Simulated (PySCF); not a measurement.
```yaml
atoms:
  - { symbol: F, position_ang: [2.9416, 1.3123, 0.3688] }
  - { symbol: C, position_ang: [1.7354, 1.0268, -0.2397] }
  - { symbol: Si, position_ang: [1.0418, -0.6250, 0.4427] }
  - { symbol: C, position_ang: [-0.3305, -1.1852, -0.7876] }
  - { symbol: O, position_ang: [-1.1368, -0.0897, -1.2956] }
  - { symbol: C, position_ang: [-1.9877, 0.4299, -0.4510] }
  - { symbol: F, position_ang: [-1.4074, 1.0308, 0.6178] }
  - { symbol: F, position_ang: [-2.8494, -0.4526, 0.0880] }
  - { symbol: F, position_ang: [-2.7130, 1.3633, -1.0541] }
  - { symbol: H, position_ang: [1.9370, 0.9921, -1.3150] }
  - { symbol: H, position_ang: [1.0830, 1.8807, -0.0373] }
  - { symbol: H, position_ang: [0.5141, -0.4569, 1.7951] }
  - { symbol: H, position_ang: [2.0625, -1.6729, 0.3853] }
  - { symbol: H, position_ang: [0.0972, -1.6103, -1.6943] }
  - { symbol: H, position_ang: [-0.9920, -1.9352, -0.3505] }
```

Geometry: GFN2-xTB.

These are results of B3LYP/def2-SVPD, SCF density, gas phase (PySCF 2.14.0), not measurements.

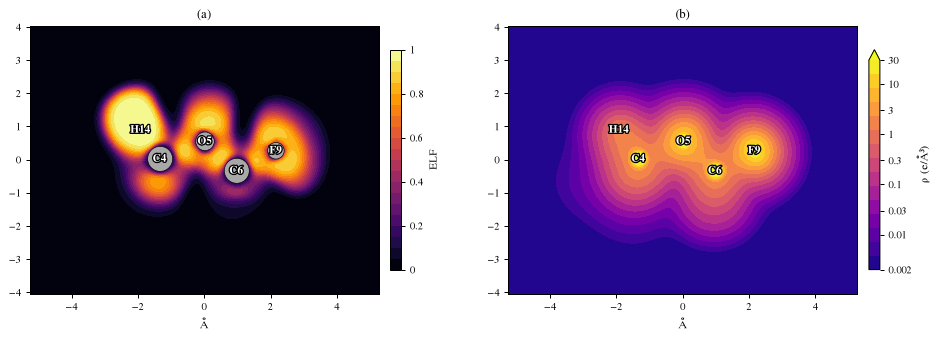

C₃H₆F₄OSi (SMILES FC[SiH2]COC(F)(F)F). (a) ELF; (b) total electron density on the plane of atoms C4, O5 and C6. Grey discs cover the atomic cores in the ELF map.

### Read the bonding off the picture.

- The plane passes through C, O, F and H nuclei.
- C–O (1.31 Å): ρ at the midpoint is about 2.7 e/Å³; the ELF peaks at about 0.90 between the atoms, as expected for a shared but strongly polarised pair.
- C–F (1.33 Å): the density is about 2.5 e/Å³ at the midpoint; the ELF peaks at about 0.85 between the atoms: a shared but strongly polarised pair.
- C–H (1.09 Å): ρ at the midpoint is about 2 e/Å³; the ELF climbs to about 1 towards the hydrogen, as it does in any bond to H; an ordinary covalent bond to hydrogen.
- C–O (1.45 Å): ρ at the midpoint is about 1.8 e/Å³, with its minimum of 1.5 e/Å³ about 0.5 Å from C; the ELF peaks at about 0.90 between the atoms; a polar covalent bond.
- The ELF also peaks beside F9 and O5, away from the bonds: lone-pair regions.
